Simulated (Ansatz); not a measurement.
Consider CH5NS2W (SMILES [CH3][W]([NH2])(=[S])=[S]).

The calculation's input:

```
crystal:
  periodic: [false, false, false]
  atoms:
    - { symbol: C, position_ang: [-1.4945, -0.45218, 0.304] }
    - { symbol: W, position_ang: [0.30226, 0.457, -0.54128] }
    - { symbol: "N", position_ang: [1.86645, -0.08317, 0.47444] }
    - { symbol: S, position_ang: [0.25439, -0.22181, -2.61391] }
    - { symbol: S, position_ang: [-0.16557, 2.58567, -0.48072] }
    - { symbol: H, position_ang: [-2.37447, -0.17696, -0.30461] }
    - { symbol: H, position_ang: [-1.45643, -1.55502, 0.32171] }
    - { symbol: H, position_ang: [-1.70588, -0.11594, 1.33365] }
    - { symbol: H, position_ang: [2.29082, 0.43718, 1.25147] }
    - { symbol: H, position_ang: [2.48293, -0.87478, 0.25526] }
basis:
  gaussian: { orbitals: def2-SVP }
hamiltonian:
  xc: pbe
  dispersion: d4
relax:
  f_tol: 0.015
  max_steps: 40
output:
  orbitals: {}
```

Command:

```sh
ansatz run input.yaml --threads 2 --pin off --max-ram 3072MiB --backend cpu --events-out ev --progress --plain --runs-dir out
```

The fields are those of the run's last geometry, not of the input's.

Core potentials replace the inner electrons of W.

The calculation used Ansatz 0.2.0, RKS PBE-D4/def2-SVP.

**What will maps of the electron density and electron localisation function show?**

C–W (2.11 Å): the density is about 0.92 e/Å³ at the midpoint; the ELF peaks at about 0.90 in the valence shell of C, 0.7 Å from its nucleus, and is about 0.55 at the midpoint.
W–S (2.15 Å): the density is about 0.99 e/Å³ at the midpoint; the ELF peaks at about 0.75 in the valence shell of S, 0.8 Å from its nucleus, and is about 0.50 at the midpoint.
C–H (1.11 Å): the density is about 1.8 e/Å³ at the midpoint; the ELF climbs to about 1 towards the hydrogen, as it does in any bond to H; a covalent bond by its length.

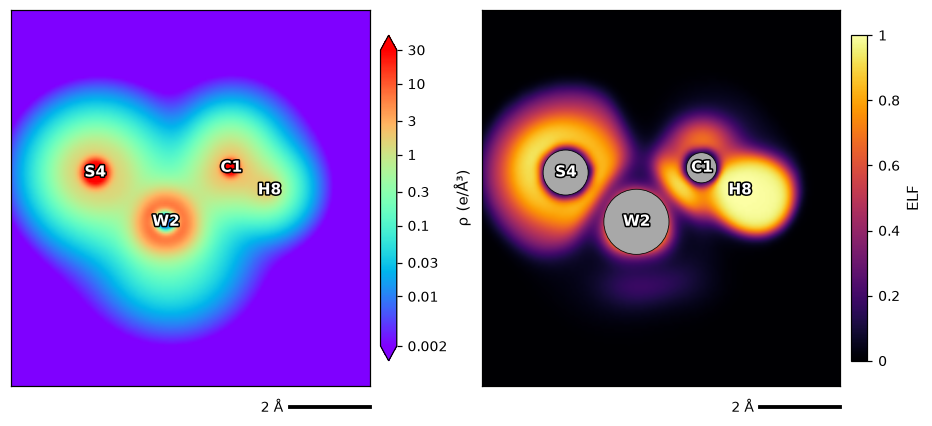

Computed electron density and electron localisation function on the plane of atoms W2, C1 and H8, in this order. Grey discs cover the atomic cores in the ELF map. 
